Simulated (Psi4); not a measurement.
# AlH3S (SMILES [AlH2][SH]): PBE0/def2-TZVP

Aim: the vertical singlet–triplet gap of AlH3S at PBE0/def2-TZVP, from 2 runs. 

Program for the calculation: Psi4 1.11.

7 further runs of the same task are left out: 6 that didn't finish, 1 set aside as unsound or not needed.

**1. The molecule**

The species is AlH3S (5 atoms), meant as a singlet with charge 0. SMILES: `[AlH2][SH]`. The coordinates come from a PBE0-D4/def2-TZVP relaxation.

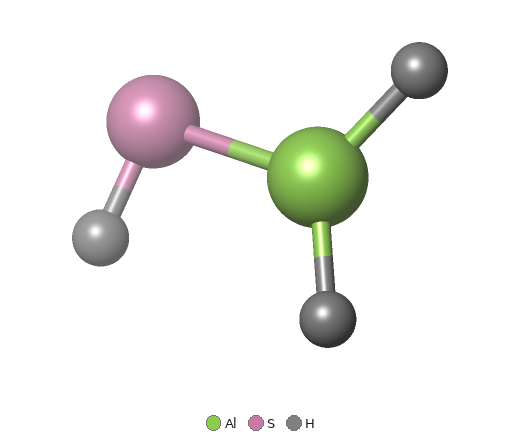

The structure, seen from a chosen angle (aluminium green, sulfur pink, hydrogen grey).

**2. Energy and gradient at PBE0/def2-TZVP**

File job.json:

```json
{
  "schema_name": "qcschema_input",
  "schema_version": 1,
  "molecule": {
    "schema_name": "qcschema_molecule",
    "schema_version": 2,
    "symbols": ["Al", "S", "H", "H", "H"],
    "geometry": [-1.16426027, -0.12132042, -0.34336324, 2.13368977, -0.64836503, 2.07227367, -3.74487026, -1.22851095, 0.66348284, -0.83355819, 1.31524938, -2.94116974, 3.70329629, 0.54386318, 0.47054181],
    "molecular_charge": 0,
    "molecular_multiplicity": 1,
    "fix_symmetry": "c1",
    "fix_com": true,
    "fix_orientation": true
  },
  "driver": "gradient",
  "model": {
    "method": "pbe0",
    "basis": "def2-TZVP"
  },
  "keywords": {
    "reference": "rks",
    "puream": true,
    "e_convergence": 1e-09,
    "d_convergence": 1e-08,
    "scf_type": "pk",
    "dft_radial_points": 99,
    "dft_spherical_points": 590,
    "scf_properties": ["DIPOLE", "WIBERG_LOWDIN_INDICES", "QUADRUPOLE"]
  }
}
```

Run with:

```bash
$ psi4 --qcschema job.json -n 1 --memory 1600MB
```

stdout:

```text
[...]
  Running in c1 symmetry.
[...]
  Nuclear repulsion =   73.814899680884807
[...]
  Multiplicity = 1
[...]
  Nalpha       = 16
  Nbeta        = 16
[...]
    Number of basis functions: 92
[...]
   @RKS iter   1:  -642.14103670230327   -3.58448e-01   4.99499e-03 DIIS/ADIIS
[...]
   @RKS iter  10:  -642.21160858954056   -3.06954e-12   2.69957e-09 DIIS
[...]
    Orbital Energies [Eh]
    ---------------------
    Doubly Occupied:
       1A    -89.017336     2A    -56.161064     3A     -7.998662
       4A     -5.934327     5A     -5.930487     6A     -5.928857
       7A     -4.192841     8A     -2.727196     9A     -2.720785
      10A     -2.718772    11A     -0.742306    12A     -0.446057
      13A     -0.408218    14A     -0.325879    15A     -0.317175
      16A     -0.288728
[...]
  @RKS Final Energy:  -642.21160858954056
   => Energetics <=
    Nuclear Repulsion Energy =             73.8148996808848068
    One-Electron Energy =               -1036.1583747443660286
    Two-Electron Energy =                 354.2805627151275871
    DFT Exchange-Correlation Energy =     -34.1486962411868546
    Empirical Dispersion Energy =           0.0000000000000000
    VV10 Nonlocal Energy =                  0.0000000000000000
    Total Energy =                       -642.2116085895404467
[...]
 Multipole Moments:
 ------------------------------------------------------------------------------------
     Multipole            Electronic (a.u.)      Nuclear  (a.u.)        Total (a.u.)
 ------------------------------------------------------------------------------------
 L = 1.  Multiply by 2.5417464519 to convert [e a0] to [Debye]
 Dipole X            :        -18.1348048           18.1285207           -0.0062842
 Dipole Y            :         11.4992934          -11.3204043            0.1788891
 Dipole Z            :        -27.2291352           26.8855115           -0.3436237
 Magnitude           :                                                    0.3874507
 L = 2.  Multiply by 1.3450342976 to convert [e a0^2] to [Debye ang]
 Quadrupole XX       :       -139.8687919          118.8969142          -20.9718778
 Quadrupole XY       :         15.0406300          -14.7799625            0.2606675
[...]
  -Total Gradient:
     Atom            X                  Y                   Z
    ------   -----------------  -----------------  -----------------
       1        0.000040416968     0.000004204517     0.000017124246
       2       -0.000133078328    -0.000005127042    -0.000048933615
       3        0.000057824040     0.000005225223     0.000011772089
       4        0.000041717793    -0.000024344519     0.000061387345
       5       -0.000007102844     0.000020686032    -0.000042672585
[...]
```

The result, in JSON:

```text
{
 "driver": "gradient",
 "model": {
  "method": "pbe0",
  "basis": "def2-TZVP"
 },
 "success": true,
 "return_result": [4.041696817420545e-05, 4.204516665136729e-06, 1.7124245694256912e-05, -0.00013307832841018882, -5.1270423815780175e-06, -4.893361481114744e-05, 5.7824039613574296e-05, 5.225223211828556e-06, 1.1772089273179298e-05, 4.171779330196072e-05, -2.4344518500266088e-05, 6.138734488113362e-05, -7.102843560341521e-06, 2.068603237175004e-05, -4.267258481886749e-05],
 "properties": {
  "calcinfo_nbasis": 92,
  "calcinfo_nmo": 92,
  "calcinfo_nalpha": 16,
  "calcinfo_nbeta": 16,
  "calcinfo_natom": 5,
  "nuclear_repulsion_energy": 73.8148996808848,
  "return_energy": -642.2116085895406,
  "return_gradient": [4.041696817420545e-05, 4.204516665136729e-06, 1.7124245694256912e-05, -0.00013307832841018882, -5.1270423815780175e-06, -4.893361481114744e-05, 5.7824039613574296e-05, 5.225223211828556e-06, 1.1772089273179298e-05, 4.171779330196072e-05, -2.4344518500266088e-05, 6.138734488113362e-05, -7.102843560341521e-06, 2.068603237175004e-05, -4.267258481886749e-05],
  "scf_one_electron_energy": -1036.158374744366,
  "scf_two_electron_energy": 354.2805627151276,
  "scf_xc_energy": -34.148696241186855,
  "scf_dipole_moment": [-0.006284183919206043, 0.17888911557287734, -0.34362366069134254],
  "scf_total_energy": -642.2116085895406,
  "scf_total_gradient": [4.041696817420545e-05, 4.204516665136729e-06, 1.7124245694256912e-05, -0.00013307832841018882, -5.1270423815780175e-06, -4.893361481114744e-05, 5.7824039613574296e-05, 5.225223211828556e-06, 1.1772089273179298e-05, 4.171779330196072e-05, -2.4344518500266088e-05, 6.138734488113362e-05, -7.102843560341521e-06, 2.068603237175004e-05, -4.267258481886749e-05],
  "scf_iterations": 10
 }
}
```

Wall time 17 s (1 thread of Intel Xeon Platinum 8559C (Emerald Rapids), shared host); peak memory 0.67 GiB.

**3. The triplet: a single-point energy at UPBE0/def2-TZVP**

File alh3s.inp:

```
memory 1.6 GB

molecule {
  0 3
  Al
  S 1 R2
  H 1 R3 2 A3
  H 1 R4 3 A4 2 D4
  H 2 R5 1 A5 3 D5

  R2 = 2.181183
  R3 = 1.578613
  A3 = 116.54448
  R4 = 1.58061
  A4 = 124.59871
  D4 = 179.99456
  R5 = 1.344008
  A5 = 93.71841
  D5 = 179.9973
  units angstrom
  symmetry c1
  no_reorient
  no_com
}

set basis def2-TZVP
set reference uks
set puream true
set e_convergence 1e-09
set d_convergence 1e-08
set scf_type pk
set dft_radial_points 99
set dft_spherical_points 590
set maxiter 100

result, w = energy('pbe0', return_wfn=True)
oeprop(w, 'DIPOLE', 'LOWDIN_CHARGES', 'WIBERG_LOWDIN_INDICES', title='PBE0')
```

Run with:

```bash
$ psi4 alh3s.inp alh3s.out -n 1
```

alh3s.out:

```text
[...]
  Running in c1 symmetry.
[...]
  Nuclear repulsion =   73.814897903616156
[...]
  Multiplicity = 3
[...]
  Nalpha       = 17
  Nbeta        = 15
[...]
    Number of basis functions: 92
[...]
   @UKS iter   1:  -641.95617755477178   -1.73589e-01   4.37680e-03 ADIIS/DIIS
[...]
   @UKS iter  13:  -642.03028838813793   -2.55795e-11   8.13193e-09 DIIS
[...]
   @S^2 Observed:                2.013331237E+00
[...]
    Orbital Energies [Eh]
    ---------------------
    Alpha Occupied:
       1A    -89.152995     2A    -56.110115     3A     -8.131321
       4A     -6.075377     5A     -6.063406     6A     -6.057937
       7A     -4.146752     8A     -2.679666     9A     -2.677494
      10A     -2.672472    11A     -0.866254    12A     -0.525086
      13A     -0.456774    14A     -0.435914    15A     -0.351065
      16A     -0.290583    17A     -0.124561
    Alpha Virtual:
      18A     -0.047778    19A     -0.014117    20A      0.054318
      21A      0.068632    22A      0.097472    23A      0.116289
      24A      0.122482    25A      0.124595    26A      0.144349
[...]
  @UKS Final Energy:  -642.03028838813793
   => Energetics <=
    Nuclear Repulsion Energy =             73.8148979036161563
    One-Electron Energy =               -1034.6208188489797521
    Two-Electron Energy =                 352.8838791146403082
    DFT Exchange-Correlation Energy =     -34.1082465574145246
    Empirical Dispersion Energy =           0.0000000000000000
    VV10 Nonlocal Energy =                  0.0000000000000000
    Total Energy =                       -642.0302883881378193
[...]
 Multipole Moments:
 ------------------------------------------------------------------------------------
     Multipole            Electronic (a.u.)      Nuclear  (a.u.)        Total (a.u.)
 ------------------------------------------------------------------------------------
 L = 1.  Multiply by 2.5417464519 to convert [e a0] to [Debye]
 Dipole X            :          0.0000704           -0.0001693           -0.0000988
 Dipole Y            :          0.7770523           -1.1903724           -0.4133201
 Dipole Z            :          3.4175194           -1.3679883            2.0495311
 Magnitude           :                                                    2.0907920
[...]
```

Run time: 17 s. Hardware: 1 thread of Intel Xeon Platinum 8559C (Emerald Rapids), shared host; peak memory 0.68 GiB.

**4. Summary of results**

At PBE0/def2-TZVP:

| quantity | value |
| --- | --- |
| singlet: total energy | -642.21161 Eh |
| singlet: dipole moment | 0.98 D |
| singlet: HOMO energy | -7.86 eV |
| singlet: LUMO energy | -1.41 eV |
| singlet: HOMO–LUMO gap | 6.45 eV |
| singlet: largest force on an atom | 0.007 eV/Å |
| triplet: total energy | -642.03029 Eh |
| triplet: dipole moment | 5.31 D |
| triplet: HOMO energy (highest over α and β) | -3.39 eV |
| triplet: ⟨S²⟩ | 2.013 |
| vertical energy of the triplet above the singlet | 4.934 eV |

In words: At this shape the triplet lies 4.93 eV (476 kJ/mol) above the singlet.
